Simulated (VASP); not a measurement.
Band structure of As$_{2}$S$_{3}$ (relaxed from the corundum structure, space group R-3c). All values below come from PBEsol GGA, VASP's PBE PAW potentials (set 64) (plane waves; VASP).

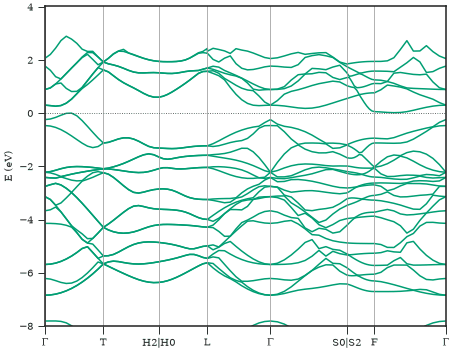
Figure. Bands along high-symmetry lines, zero at the valence-band maximum or, without a gap, the Fermi level

### Question
Read the plot: is there a gap, and where are the band edges?

### Answer
The gap is indirect, 0.02 eV, from the valence maximum at Γ-T at 0.45 to the conduction minimum at F-Γ at 0.27. (Edges off the drawn lines would not show.)

The structure was generated: As2S3 was put into the corundum type (R-3c), which need not be its known phase. It was relaxed first, which changed the volume by +23 %.
